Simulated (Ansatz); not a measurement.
**BF₂H···SiH₄: density, localisation and related maps**

The calculation's input:

```
crystal:
  periodic: [false, false, false]
  atoms:
    - { symbol: B, position_ang: [-0.026346, 0.424818, -0.032999] }
    - { symbol: H, position_ang: [0.121662, 0.822907, 1.079332] }
    - { symbol: F, position_ang: [1.009771, 0.1787, -0.817094] }
    - { symbol: F, position_ang: [-1.233079, 0.286689, -0.555091] }
    - { symbol: Si, position_ang: [0.122895, -2.510602, 1.10449] }
    - { symbol: H, position_ang: [-0.568999, -2.882239, -0.160055] }
    - { symbol: H, position_ang: [1.553425, -2.919253, 1.044505] }
    - { symbol: H, position_ang: [-0.550292, -3.145353, 2.271384] }
    - { symbol: H, position_ang: [0.046662, -1.045468, 1.265326] }
basis:
  gaussian: { orbitals: def2-SVP }
hamiltonian:
  xc: b3lyp
  dispersion: d4
relax:
  f_tol: 0.03
  max_steps: 50
output:
  orbitals: {}
```

Command:

```sh
ansatz run input.yaml --threads 2 --pin off --max-ram 3072MiB --backend cpu --events-out ev --progress --plain --runs-dir out
```

The fields are those of the run's last geometry, not of the input's.

Level of theory: Ansatz 0.2.0, RKS B3LYP-D4/def2-SVP.

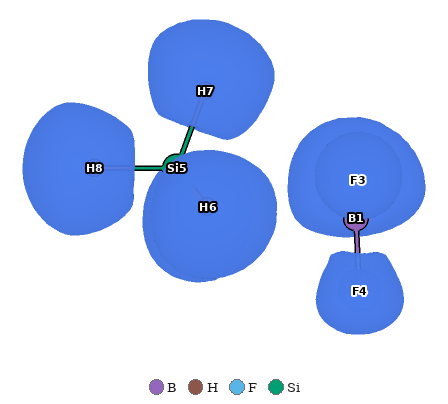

Figure 1. Isosurface of the ELF at 0.75 (blue), seen at a tilt. Core shells and regions of very low density are left out.

> Describe the localisation domains.

At this value the surface marks out five regions around hydrogen nuclei and two regions on F in which the atom's valence shell and bonds are merged. Profiles from the grid: Si5···B1 (3.68 Å): the ELF dips to about 0 between them (a non-bonded, intermolecular contact). B–F (1.32 Å): the ELF peaks at about 0.85 between the atoms: a shared but strongly polarised pair.

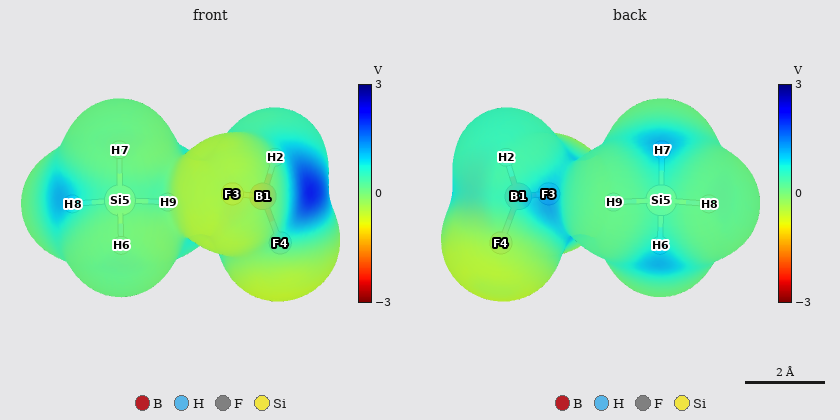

Figure 2. The molecular electrostatic potential painted on the density surface at 0.002 e/bohr³, seen from the front and from behind; the colour scale runs from red (negative) to blue (positive).

> Which sites attract a positive test charge, and which a negative one?

A positive charge is drawn to the negative regions and a negative charge to the positive ones. The most negative region (about −0.6 V, or −14 kcal/mol for a unit charge) lies over F3 and F4, the most positive (about +2.0 V, or +46 kcal/mol for a unit charge) over B1.

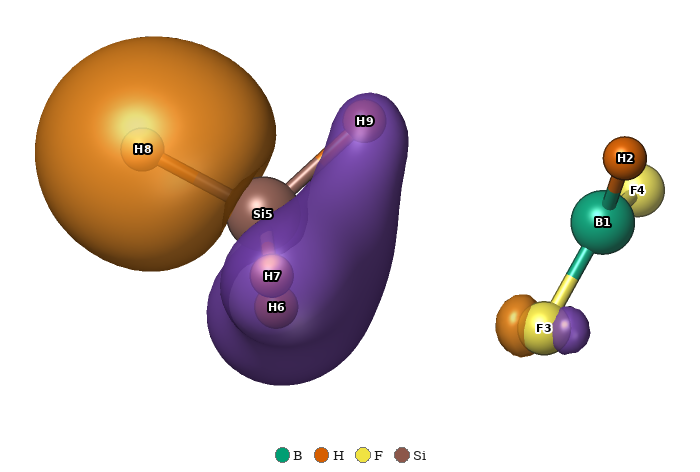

Figure 3. The HOMO at ±0.1 Å⁻³ᐟ² (orange and purple are the two phases), seen from one side.

> Describe this orbital and give its energy.

It lies mainly on Si5 (about 40 %), H8 (about 40 %) and H6 (about 10 %). Its energy is −9.63 eV.
